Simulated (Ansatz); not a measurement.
# GeSiH4O2 (SMILES [OH][Ge][O][SiH3]): RPA@PBE0/def2-SVP

What is the electronic atomisation energy of GeSiH4O2 at RPA@PBE0/def2-SVP? 

The results are computed with Ansatz 0.2.0.

72 further runs of the same task are left out: 72 set aside as unsound or not needed.

**1. The structure to begin with**

The species is GeSiH4O2 (8 atoms), meant as a singlet with charge 0. SMILES: `[OH][Ge][O][SiH3]`. Geometry: relaxed at PBE0-D4/def2-TZVP. This is one conformer, not always the lowest.

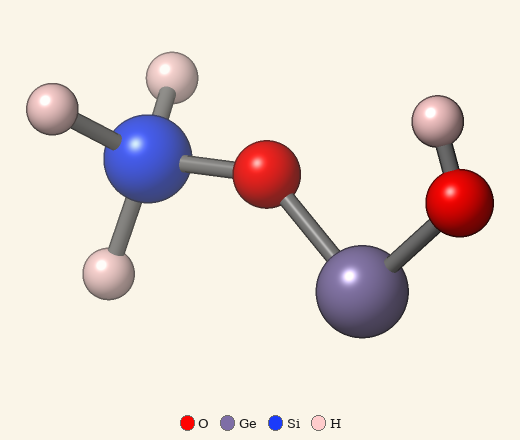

Viewed from a chosen angle; oxygen red, germanium purple, silicon blue, hydrogen pink.

**2. The energy at RPA@PBE0/def2-SVP**

Contents of run.yaml:

```yaml
crystal:
  periodic: [false, false, false]
  atoms:
    - {symbol: O, position_ang: [1.410100, 2.505300, 0.149500]}
    - {symbol: Ge, position_ang: [1.623900, 0.902600, -0.581400]}
    - {symbol: O, position_ang: [0.084300, 0.200200, 0.031000]}
    - {symbol: Si, position_ang: [-0.715100, -1.229100, -0.056600]}
    - {symbol: H, position_ang: [0.587200, 2.577300, 0.646600]}
    - {symbol: H, position_ang: [-2.046000, -1.018000, -0.682500]}
    - {symbol: H, position_ang: [0.048600, -2.214700, -0.872700]}
    - {symbol: H, position_ang: [-0.900800, -1.780800, 1.310300]}
basis:
  gaussian: {orbitals: def2-SVP}
hamiltonian: {xc: pbe0}
correlation: {method: rpa, frozen_orbitals: {Ge: 9, H: 0, O: 1, Si: 5}}
accuracy: high
```

Command:

```sh
$ ansatz run run.yaml --threads 1 --pin off --max-ram 3480MiB --events-out events.jsonl --progress --plain --runs-dir runs
```

What it wrote:

```text
Warning: RAYON_NUM_THREADS=1 ignored (pool sized by the plan → 1); use --threads N
Functional definition: PBE0
  name "PBE0"
  parameter a = 0.25
  parameter kappa = 0.804
  parameter beta = 0.06672455060314922
  exchange = (1 - a)*pbe_x(kappa = kappa, mu = beta*pi^2/3) + a*exact_x
  correlation = pbe_c(beta = beta)
2045 factors; integrals over basis functions are off by at most 4.6e-9 eV
mean field evaluation 1: about -68521.0504 eV, gradient 6.8e1 eV
mean field evaluation 2: about -68521.1906 eV, gradient 6.8e1 eV
mean field evaluation 4: about -68529.1901 eV, gradient 8.8e0 eV
mean field evaluation 8: about -68529.4051 eV, gradient 1.5e0 eV
mean field evaluation 16: about -68529.4101 eV, gradient 6.0e-5 eV
mean field -68529.41012775 eV, -2518.4093712924 hartree, gradient 3.4e-8 eV, S^2 0.000000; 0 other end points of the search recorded, 0 dependent functions left out
16 core orbitals not correlated: weight in the atoms' cores, before any rotation towards them, 1.000 or more for the frozen orbitals, at most 0.000 for the correlated occupied ones
reference -68462.04879293 eV, -2515.9338878966 hartree; 17, 17 occupied and 65, 65 virtual orbitals, 2045 factors
Total energy: -68488.19798919 eV, -2516.8948531349 hartree
```

Wall time 17 s (1 thread of Arm Neoverse V1, shared host); peak memory 0.42 GiB.

**3. The Ge atom at the same level**

Contents of run.yaml:

```yaml
crystal:
  periodic: [false, false, false]
  atoms:
    - symbol: Ge
      position_ang: [0.000000, 0.000000, 0.000000]
basis:
  gaussian: {orbitals: def2-SVP}
magnetization: {spin_polarized: true, initial_magnetization: 2}
hamiltonian: {xc: pbe0}
correlation: {method: rpa, frozen_orbitals: {Ge: 9}}
accuracy: high
```

Run the same way, it converges to -2075.28590 Eh (log not shown).

**4. The H atom**

Contents of run.yaml:

```yaml
basis:
  gaussian: {orbitals: def2-SVP}
crystal:
  periodic: [false, false, false]
  atoms:
    - {symbol: H, position_ang: [0.000000, 0.000000, 0.000000]}
total_charge: 0
magnetization: {spin_polarized: true, initial_magnetization: 1}
hamiltonian: {xc: {name: PBE0}}
correlation: {method: rpa, frozen_orbitals: {H: 0}}
accuracy: high
```

Run the same way, it converges to -0.51113 Eh (log not shown).

**5. The O atom at the same level**

Contents of in.yaml:

```yaml
crystal:
  periodic: [false, false, false]
  atoms:
    - symbol: O
      position_ang: [0.000000, 0.000000, 0.000000]
basis:
  gaussian:
    orbitals: def2-SVP
magnetization:
  spin_polarized: true
  initial_magnetization: 2
hamiltonian:
  xc: pbe0
correlation:
  method: rpa
  frozen_orbitals: {O: 1}
accuracy: high
```

Run the same way, it converges to -74.88899 Eh (log not shown).

**6. The Si atom**

Contents of input.yaml:

```yaml
crystal:
  periodic: [false, false, false]
  atoms:
    - symbol: Si
      position_ang: [0.000000, 0.000000, 0.000000]
basis:
  gaussian:
    orbitals: def2-SVP
magnetization:
  spin_polarized: true
  initial_magnetization: 2
hamiltonian:
  xc: pbe0
correlation:
  method: rpa
  frozen_orbitals: {Si: 5}
accuracy: high
```

Run the same way, it converges to -288.84275 Eh (log not shown).

**7. Results**

Level: RPA@PBE0/def2-SVP, 16 core orbitals frozen.

| quantity | value |
| --- | --- |
| molecule: total energy | -2516.89485 Eh |
| molecule: RPA correlation energy (valence) | -961.0 mEh |
| Ge atom: total energy | -2075.28590 Eh |
| Ge atom: RPA correlation energy (valence) | -234.8 mEh |
| Ge atom: ⟨S²⟩ of the reference determinant | 2.003 |
| H atom: total energy | -0.51113 Eh |
| H atom: RPA correlation energy | -11.9 mEh |
| H atom: ⟨S²⟩ of the reference determinant | 0.750 |
| O atom: total energy | -74.88899 Eh |
| O atom: RPA correlation energy (valence) | -169.9 mEh |
| O atom: ⟨S²⟩ of the reference determinant | 2.002 |
| Si atom: total energy | -288.84275 Eh |
| Si atom: RPA correlation energy (valence) | -92.0 mEh |
| Si atom: ⟨S²⟩ of the reference determinant | 2.004 |
| electronic atomisation energy | 25.680 eV |

In words: Taking the molecule apart into free atoms costs 25.68 eV (2478 kJ/mol), before zero-point energy and without spin-orbit coupling.
